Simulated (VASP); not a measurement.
# How thick must a slab of Cu(100) be?, part 2 of 7

How many layers does a slab of Cu(100) need before surface energy, work function and relaxation settle?

VASP 6.6.1; PBE; plane waves and PAW (Cu).

So far. Step 3 (The bulk reference, job self-consistent run, k-mesh …): The run ends at a pressure of 0.95 GPa.

## (4) Surface relaxation, layers 4

System of this step: Cu(100). The cell holds 4 atoms: 4 Cu. Cell: a = 2.566 Å, b = 2.566 Å, c = 20.443 Å, α = 90.0°, β = 90.0°, γ = 90.0°. It derives from Cu. 4 layers of fcc Cu, cut at this functional's lattice. Vacuum lies along c.

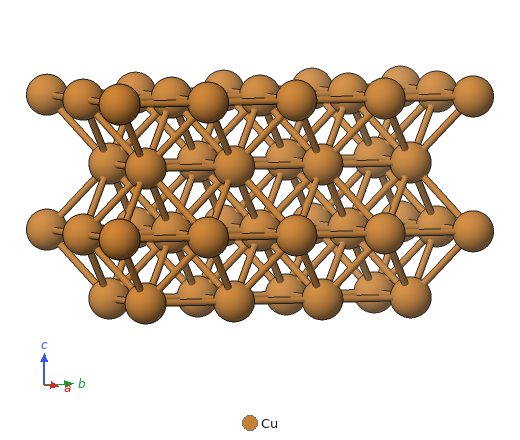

The cell of this step (copper orange). 2×4×1 cells are drawn. Some periodic images of atoms are drawn too.

All atoms relax at the fixed cell.

INCAR

```
SYSTEM = Cu
PREC = Normal
ENCUT = 330
EDIFF = 1E-06
NELM = 120
ISMEAR = 1
SIGMA = 0.15
LREAL = .FALSE.
ALGO = Fast
GGA = PE
NBANDS = 28
LASPH = .TRUE.
LORBIT = 11
LWAVE = .FALSE.
LCHARG = .FALSE.
KPAR = 4
IBRION = 2
NSW = 50
ISIF = 2
EDIFFG = -0.01
POTIM = 0.4
MAXMIX = 40
```

POSCAR

```
Cu
1.0
    2.5656253229      0.0000000000      0.0000000000
    0.0000000000      2.5656253229      0.0000000000
    0.0000000000      0.0000000000     20.4425131914
Cu
4
Direct
    0.5000000000      0.5000000000      0.3668824800
    0.0000000000      0.0000000000      0.4556274900
    0.5000000000      0.5000000000      0.5443725100
    0.0000000000      0.0000000000      0.6331175200
```

KPOINTS

```
Automatic mesh
0
Gamma
13 13 1
0 0 0
```

PAW data sets: Cu (PBE family, release 64).

Run with:

```
> mpirun -np 4 vasp_std
```

The program printed:

```text
[banner, memory and clock lines left out]
running    4 mpi-ranks, on    1 nodes
 distrk:  each k-point on    1 cores,    4 groups
 distr:  one band on    1 cores,    1 groups

 POSCAR found type information on POSCAR Cu
 POSCAR found :  1 types and       4 ions
 LDA part: xc-table for (Slater+PW92), standard interpolation
 POSCAR, INCAR and KPOINTS ok, starting setup
 FFT: planning ... GRIDC
 FFT: planning ... GRID_SOFT
 FFT: planning ... GRID
 WAVECAR not read
 entering main loop
       N       E                     dE             d eps       ncg     rms          rms(c)
DAV:   1     0.318179905797E+03    0.31818E+03   -0.15205E+04  1568   0.142E+03
DAV:   2     0.472086027970E+01   -0.31346E+03   -0.30278E+03  1580   0.335E+02
DAV:   3    -0.161994380677E+02   -0.20920E+02   -0.19997E+02  1708   0.135E+02
DAV:   4    -0.167592936926E+02   -0.55986E+00   -0.55852E+00  1744   0.259E+01
DAV:   5    -0.167739177421E+02   -0.14624E-01   -0.14616E-01  1880   0.326E+00    0.141E+01
RMM:   6    -0.151055641488E+02    0.16684E+01   -0.33164E+01  1574   0.873E+01    0.811E+00
RMM:   7    -0.137386962814E+02    0.13669E+01   -0.70093E+00  1571   0.435E+01    0.119E+00
RMM:   8    -0.137402150568E+02   -0.15188E-02   -0.42984E-01  1590   0.536E+00    0.865E-01
RMM:   9    -0.137397291919E+02    0.48586E-03   -0.10661E-01  1596   0.388E+00    0.235E-01
RMM:  10    -0.137393219512E+02    0.40724E-03   -0.28412E-02  1829   0.161E+00    0.200E-01
RMM:  11    -0.137384194709E+02    0.90248E-03   -0.51415E-03  1729   0.524E-01    0.101E-01
RMM:  12    -0.137379171792E+02    0.50229E-03   -0.14617E-03  1594   0.290E-01    0.299E-02
RMM:  13    -0.137378621757E+02    0.55003E-04   -0.34754E-04  1628   0.211E-01    0.234E-02
RMM:  14    -0.137379222827E+02   -0.60107E-04   -0.26854E-04  1621   0.126E-01    0.131E-02
RMM:  15    -0.137379831372E+02   -0.60854E-04   -0.61968E-05  1669   0.596E-02    0.781E-03
RMM:  16    -0.137380373509E+02   -0.54214E-04   -0.21437E-05  1469   0.287E-02    0.535E-03
RMM:  17    -0.137380639409E+02   -0.26590E-04   -0.18524E-05  1509   0.477E-02    0.826E-03
RMM:  18    -0.137380755164E+02   -0.11575E-04   -0.86818E-06  1352   0.325E-02    0.240E-03
RMM:  19    -0.137380859800E+02   -0.10464E-04   -0.24127E-06  1033   0.155E-02    0.216E-03
RMM:  20    -0.137381002847E+02   -0.14305E-04   -0.17022E-06   947   0.163E-02    0.894E-04
RMM:  21    -0.137381026587E+02   -0.23740E-05   -0.43766E-07   920   0.919E-03    0.103E-03
RMM:  22    -0.137381040016E+02   -0.13429E-05   -0.31219E-07   919   0.706E-03    0.809E-04
RMM:  23    -0.137381040769E+02   -0.75361E-07   -0.12249E-07   903   0.527E-03
   1 F= -.13738104E+02 E0= -.13737242E+02  d E =-.137381E+02
 curvature:   0.00 expect dE= 0.000E+00 dE for cont linesearch  0.000E+00
 trial: gam= 0.00000 g(F)=  0.670E-02 g(S)=  0.000E+00 ort = 0.000E+00 (trialstep = 0.100E+01)
 search vector abs. value=  0.670E-02
 bond charge predicted
       N       E                     dE             d eps       ncg     rms          rms(c)
DAV:   1    -0.137411314327E+02   -0.30274E-02   -0.14910E+00  1728   0.753E+00    0.877E-02
RMM:   2    -0.137434984946E+02   -0.23671E-02   -0.20403E-02  1603   0.169E+00    0.113E-01
RMM:   3    -0.137438764304E+02   -0.37794E-03   -0.74428E-03  1876   0.854E-01    0.146E-01
RMM:   4    -0.137437902639E+02    0.86166E-04   -0.14355E-03  1857   0.296E-01    0.125E-01
RMM:   5    -0.137437483387E+02    0.41925E-04   -0.10142E-04  1762   0.745E-02    0.122E-01
RMM:   6    -0.137435450450E+02    0.20329E-03   -0.12842E-03  2208   0.263E-01    0.101E-01
RMM:   7    -0.137434744189E+02    0.70626E-04   -0.33291E-04  1622   0.250E-01    0.437E-02
RMM:   8    -0.137434318670E+02    0.42552E-04   -0.33640E-05  1567   0.501E-02    0.223E-02
RMM:   9    -0.137434201939E+02    0.11673E-04   -0.43330E-05  1615   0.414E-02    0.106E-02
RMM:  10    -0.137434214531E+02   -0.12592E-05   -0.10421E-05  1508   0.250E-02    0.677E-03
RMM:  11    -0.137434206491E+02    0.80395E-06   -0.54227E-06  1304   0.278E-02
   2 F= -.13743421E+02 E0= -.13742752E+02  d E =-.531657E-02
[...]
3 F= -.13745999E+02 E0= -.13745550E+02  d E =-.789494E-02
[...]
4 F= -.13746002E+02 E0= -.13745561E+02  d E =-.789827E-02
[...]
5 F= -.13746392E+02 E0= -.13746015E+02  d E =-.389856E-03
[...]
6 F= -.13747128E+02 E0= -.13746901E+02  d E =-.112536E-02
[...]
7 F= -.13747277E+02 E0= -.13747345E+02  d E =-.127470E-02
[...]
8 F= -.13747438E+02 E0= -.13747385E+02  d E =-.143539E-02
 curvature:  -4.82 expect dE=-0.398E-04 dE for cont linesearch -0.588E-05
 ZBRENT: interpolating
 opt :   9.8766  next Energy=   -13.747443 (dE=-0.144E-02)
 bond charge predicted
       N       E                     dE             d eps       ncg     rms          rms(c)
DAV:   1    -0.137474079893E+02    0.29586E-04   -0.17626E-02  1648   0.809E-01    0.748E-03
RMM:   2    -0.137474250282E+02   -0.17039E-04   -0.16089E-04  1579   0.170E-01    0.699E-03
RMM:   3    -0.137474322808E+02   -0.72527E-05   -0.71395E-05  1720   0.792E-02    0.469E-03
RMM:   4    -0.137474336865E+02   -0.14057E-05   -0.14092E-05  1536   0.348E-02    0.358E-03
RMM:   5    -0.137474336861E+02    0.34015E-09   -0.83931E-07   849   0.900E-03
   9 F= -.13747434E+02 E0= -.13747400E+02  d E =-.143134E-02
 curvature:  -4.07 expect dE=-0.379E-04 dE for cont linesearch -0.133E-04
 trial: gam= 0.00000 g(F)=  0.931E-05 g(S)=  0.000E+00 ort =-0.320E-04 (trialstep = 0.299E+01)
 search vector abs. value=  0.931E-05
 reached required accuracy - stopping structural energy minimisation
```

Wall time 23 s (4 MPI ranks of Intel Xeon 6975P-C (Granite Rapids), shared host); peak memory 0.61 GiB; 89 s of CPU time.

OUTCAR, selected parts (step 4):

```text
  LATTYP: Found a simple tetragonal cell.
 ALAT       =     2.5656253229
 C/A-ratio  =     7.9678482314

 Subroutine GETGRP returns: Found 16 space group operations
 (whereof  8 operations were pure point group operations)

The static configuration has the point symmetry C_4v.
 The point group associated with its full space group is D_4h.

 Found     28 irreducible k-points:

   k-points           NKPTS =     28   k-points in BZ     NKDIM =     28   number of bands    NBANDS=     28

   dimension x,y,z NGX =    12 NGY =   12 NGZ =   96
   dimension x,y,z NGXF=    24 NGYF=   24 NGZF=  192

   ENCUT  =  330.0 eV  24.25 Ry    4.92 a.u.   3.80  3.80 30.28*2*pi/ulx,y,z

   NELECT =      44.0000    total number of electrons

 E-fermi :  -0.1970

 k-point     1 :       0.0000    0.0000    0.0000
  band No.  band energies     occupation
    ...
     20      -1.7113      2.00000
     21      -1.6809      2.00000
     22      -1.6772      2.00000
     23      -1.6772      2.00000
     24      -0.6082      2.00074
     25       1.0161     -0.00000
     26       4.0817      0.00000
     27       4.2071      0.00000
     28       5.5451      0.00000

 k-point     2 :       0.0769    0.0000    0.0000
  band No.  band energies     occupation
    ...
     20      -1.7946      2.00000
     21      -1.7716      2.00000
     22      -1.7151      2.00000
     23      -1.6484      2.00000
     24      -0.3726      2.06995
     25       1.2910     -0.00000
     26       4.2224      0.00000
     27       4.3364      0.00000
     28       5.6871      0.00000

  Total       -0.9166587     -0.9166587      0.0018799      0.0000000      0.0000000      0.0000000
  in kB      -10.9143399    -10.9143399      0.0223831      0.0000000      0.0000000      0.0000000
  external PRESSURE =      -7.2687656 kB  Pullay stress =       0.0000000 kB

  energy-cutoff  :      330.00
  volume of cell :      134.56
      direct lattice vectors                 reciprocal lattice vectors
     2.565625323  0.000000000  0.000000000     0.389768526  0.000000000  0.000000000
     0.000000000  2.565625323  0.000000000     0.000000000  0.389768526  0.000000000
     0.000000000  0.000000000 20.442513191     0.000000000  0.000000000  0.048917664

 POSITION                                       TOTAL-FORCE (eV/Angst)
 -----------------------------------------------------------------------------------
      1.28281      1.28281      7.53785         0.000000     -0.000000     -0.009633
      0.00000      2.56563      9.30328         0.000000     -0.000000      0.005279
      1.28281      1.28281     11.13923         0.000000      0.000000     -0.005279
      0.00000      2.56563     12.90466         0.000000     -0.000000      0.009633
 -----------------------------------------------------------------------------------
    total drift:                                0.000000      0.000000      0.000000

  FREE ENERGIE OF THE ION-ELECTRON SYSTEM (eV)
  ---------------------------------------------------
  free  energy   TOTEN  =       -13.7474336861 eV

  energy  without entropy=      -13.7473332310  energy(sigma->0) =      -13.74740020

 total charge
# of ion       s       p       d       tot
------------------------------------------
    1        0.443   0.260   9.206   9.910
    2        0.443   0.375   9.171   9.989
    3        0.443   0.375   9.171   9.989
    4        0.443   0.260   9.206   9.910
--------------------------------------------------
tot          1.773   1.272  36.754  39.799

[... 1 part as in an earlier step ...]

[... 7 further parts left out ...]
```

The run keeps the 16 symmetry operations of its start, so it cannot find a distortion of lower symmetry.

Relaxation path:

```tsv
step	energy less that of the first step (eV)	largest force (eV/Å)
1	0.0000	0.2356
2	-0.0053	0.1251
3	-0.0079	0.0513
4	-0.0079	0.0471
5	-0.0083	0.0379
6	-0.0090	0.0236
7	-0.0092	0.0228
8	-0.0093	0.0103
9	-0.0093	0.0096
```

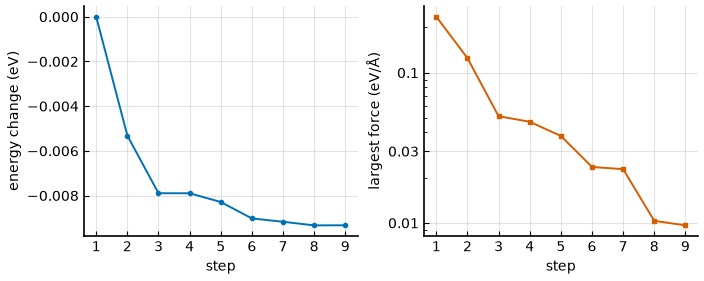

Energy and largest force along the relaxation.

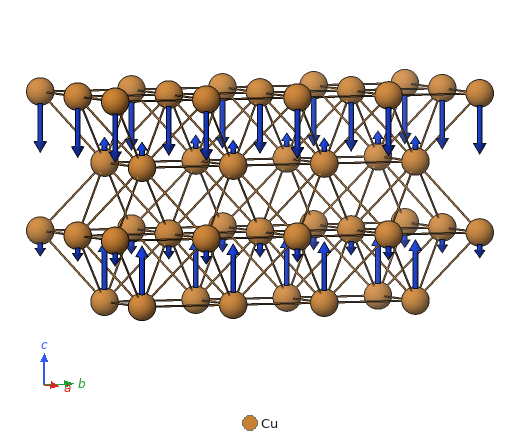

Displacements in the relaxation, exaggerated; the longest in the cell stands for 0.04 Å. 2×4×1 cells are drawn. Some periodic images of atoms are drawn too.

The atoms that moved most (Å):

```tsv
atom	dx	dy	dz	length
Cu1	0.000	0.000	0.038	0.038
Cu4	0.000	0.000	-0.038	0.038
Cu2	0.000	0.000	-0.011	0.011
Cu3	0.000	0.000	0.011	0.011
```

The relaxed structure:

```
Cu
1.0
     2.56563    0.00000    0.00000
     0.00000    2.56563    0.00000
     0.00000    0.00000   20.44251
Cu
4
Direct
  0.50000 0.50000 0.36873
  0.00000 0.00000 0.45509
  0.50000 0.50000 0.54491
  0.00000 0.00000 0.63127
```

This step gave:

```
electronic cycles   : 87
electrons           : 44
free energy (TOTEN) : -13.75 eV
Fermi energy        : -0.197 eV
```

The run ended after 9 ionic steps, 0.009 eV below its first step, once the forces on the free atoms met EDIFFG = -0.01.

## (5) The vacuum level, layers 4

A static run writes the electrostatic potential without exchange and correlation (LVHAR), which is flat in the vacuum and gives the level to count from. The dipole correction cancels the field that unlike faces would set up across the vacuum.

INCAR: that of step 4 with these lines changed.

```diff
@@ -16,7 +16,6 @@
 KPAR = 4
-IBRION = 2
-NSW = 50
-ISIF = 2
-EDIFFG = -0.01
-POTIM = 0.4
-MAXMIX = 40
+IDIPOL = 3
+LDIPOL = .TRUE.
+DIPOL = 0.5 0.5 0.5
+LVHAR = .TRUE.
+LVACPOTAV = .TRUE.
```

POSCAR

```
Cu
1.0
    2.5656253229      0.0000000000      0.0000000000
    0.0000000000      2.5656253229      0.0000000000
    0.0000000000      0.0000000000     20.4425131914
Cu
4
Direct
    0.5000000000      0.5000000000      0.3687341029
    0.0000000000      0.0000000000      0.4550949346
    0.5000000000      0.5000000000      0.5449050654
    0.0000000000      0.0000000000      0.6312658971
```

KPOINTS is that of step 4.

Run with:

```
> mpirun -np 4 vasp_std
```

The program printed:

```text
[... set-up lines as in an earlier step ...]
 entering main loop
       N       E                     dE             d eps       ncg     rms          rms(c)
DAV:   1     0.319185804366E+03    0.31919E+03   -0.15213E+04  1568   0.142E+03
DAV:   2     0.476894704582E+01   -0.31442E+03   -0.30360E+03  1576   0.335E+02
DAV:   3    -0.162346979252E+02   -0.21004E+02   -0.20162E+02  1700   0.136E+02
DAV:   4    -0.167921110023E+02   -0.55741E+00   -0.55606E+00  1732   0.258E+01
DAV:   5    -0.168067060111E+02   -0.14595E-01   -0.14587E-01  1828   0.329E+00    0.141E+01
RMM:   6    -0.150836507466E+02    0.17231E+01   -0.32901E+01  1694   0.870E+01    0.799E+00
RMM:   7    -0.137486723756E+02    0.13350E+01   -0.69071E+00  1625   0.432E+01    0.124E+00
RMM:   8    -0.137494237248E+02   -0.75135E-03   -0.44712E-01  1679   0.525E+00    0.851E-01
RMM:   9    -0.137491352232E+02    0.28850E-03   -0.10752E-01  1768   0.396E+00    0.234E-01
RMM:  10    -0.137486545549E+02    0.48067E-03   -0.29457E-02  1970   0.164E+00    0.203E-01
RMM:  11    -0.137476762745E+02    0.97828E-03   -0.49322E-03  1872   0.527E-01    0.950E-02
RMM:  12    -0.137471625206E+02    0.51375E-03   -0.15210E-03  1790   0.288E-01    0.280E-02
RMM:  13    -0.137471111976E+02    0.51323E-04   -0.35681E-04  1816   0.205E-01    0.231E-02
RMM:  14    -0.137471940130E+02   -0.82815E-04   -0.27182E-04  1862   0.115E-01    0.123E-02
RMM:  15    -0.137472866848E+02   -0.92672E-04   -0.54274E-05  1816   0.590E-02    0.907E-03
RMM:  16    -0.137473604601E+02   -0.73775E-04   -0.24967E-05  1712   0.325E-02    0.383E-03
RMM:  17    -0.137473949516E+02   -0.34492E-04   -0.17203E-05  1802   0.338E-02    0.614E-03
RMM:  18    -0.137474074543E+02   -0.12503E-04   -0.71035E-06  1615   0.312E-02    0.186E-03
RMM:  19    -0.137474210029E+02   -0.13549E-04   -0.22563E-06  1168   0.127E-02    0.278E-03
RMM:  20    -0.137474299923E+02   -0.89894E-05   -0.14441E-06  1125   0.161E-02    0.461E-04
RMM:  21    -0.137474330639E+02   -0.30715E-05   -0.38502E-07  1089   0.617E-03    0.104E-03
RMM:  22    -0.137474337334E+02   -0.66952E-06   -0.29891E-07  1037   0.766E-03
 -----------------------------------------------------------------------------
|                                                                             |
|           W    W    AA    RRRRR   N    N  II  N    N   GGGG   !!!           |
|           W    W   A  A   R    R  NN   N  II  NN   N  G    G  !!!           |
|           W    W  A    A  R    R  N N  N  II  N N  N  G       !!!           |
|           W WW W  AAAAAA  RRRRR   N  N N  II  N  N N  G  GGG   !            |
|           WW  WW  A    A  R   R   N   NN  II  N   NN  G    G                |
|           W    W  A    A  R    R  N    N  II  N    N   GGGG   !!!           |
|                                                                             |
|     Did not find any points to average over, which means that no vacuum     |
|     field-free region was found. Please increase the size of  your cell     |
|     in the dimension of the dipole correction to obtain accurate            |
|     workfunction values.                                                    |
|                                                                             |
 -----------------------------------------------------------------------------

   1 F= -.13747434E+02 E0= -.13747400E+02  d E =-.100320E-03
```

Elapsed: 5.6 s, on 4 MPI ranks; peak memory 0.62 GiB; 21 s of CPU time.

From OUTCAR (step 5):

```text
   NELECT =      44.0000    total number of electrons

 dipolmoment           0.000000      0.000000      0.000000 electrons x Angstroem

 E-fermi :  -0.1970

 k-point     1 :       0.0000    0.0000    0.0000
  band No.  band energies     occupation
    ...
     20      -1.7110      2.00000
     21      -1.6807      2.00000
     22      -1.6770      2.00000
     23      -1.6770      2.00000
     24      -0.6082      2.00074
     25       1.0161     -0.00000
     26       4.0846      0.00000
     27       4.2089      0.00000
     28       5.5448      0.00000

  Total       -0.9485146     -0.9485146     -0.0308075      0.0000000      0.0000000      0.0000000
  in kB      -11.2936376    -11.2936376     -0.3668148      0.0000000      0.0000000      0.0000000
  external PRESSURE =      -7.6513634 kB  Pullay stress =       0.0000000 kB

 POSITION                                       TOTAL-FORCE (eV/Angst)
 -----------------------------------------------------------------------------------
      1.28281      1.28281      7.53785         0.000000      0.000000     -0.007164
      0.00000      0.00000      9.30328         0.000000     -0.000000      0.006718
      1.28281      1.28281     11.13923        -0.000000      0.000000     -0.006718
      0.00000      0.00000     12.90466         0.000000     -0.000000      0.007164
 -----------------------------------------------------------------------------------
    total drift:                                0.000000      0.000000      0.000000

  FREE ENERGIE OF THE ION-ELECTRON SYSTEM (eV)
  ---------------------------------------------------
  free  energy   TOTEN  =       -13.7474337334 eV

  energy  without entropy=      -13.7473334135  energy(sigma->0) =      -13.74740029

 vacuum level on the upper side and lower side of the slab         4.298         4.298

[... 8 parts as in an earlier step ...]

[... 9 further parts left out ...]
```

Numbers from this step:

```yaml
electronic_cycles: 22
dipole_moment: 0, 0, 0 e·Å
vacuum_levels: 4.298, 4.298 eV
work_functions_of_the_upper_and_lower_face: 4.495, 4.495 eV
```

The planar average of the electrostatic potential oscillates, so the rows of the table below give means over windows of 1 Å about each position, cut where the curve ends. Its maxima inside the range that stand out by 2 % of the span (Å: eV): 8.4: -1.88, 10.2: -1.14, 12.0: -1.88. Its minima: 7.6: -12.3, 9.3: -12.5, 11.2: -12.5, 12.9: -12.3.

Zero at the Fermi level. The planar average of the electrostatic potential by height; means over each step:

```tsv
height (Å)	planar average of the electrostatic potential (eV)
0	4.50
1	4.50
2	4.50
3	4.50
4	4.49
5	4.42
6	3.59
7	-5.47
8	-7.32
9	-9.07
10	-5.10
11	-10.2
12	-4.98
13	-10.1
14	1.46
15	4.27
16	4.48
17	4.50
18	4.50
19	4.50
20	4.50
```

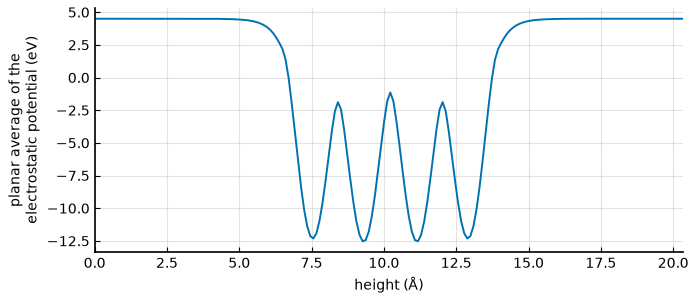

Planar average of the electrostatic potential, plotted against height.

The vacuum level lies 4.50 eV above the Fermi level at the upper face; both faces agree, as the slab has next to no dipole.

The program found no field-free point at its default tolerance, but its printed level agrees with the flat part of the planar average.

(Part 2 of 7 ends here.)

[Lines on the potential files, build, host, timing and source positions are cut from VASP's logs without a mark.]

[Logs are printed without paths, hosts, clocks, repeated set-up lines and the standing remarks that a program may print on its own settings, such as how far it seeks lower states.]

[Hosts, paths, dates, database ids (printed as entryN), source tags and the programs' standing remarks are cut or masked in the printed files.]

[Runs that stopped without an error message from VASP are left out.]
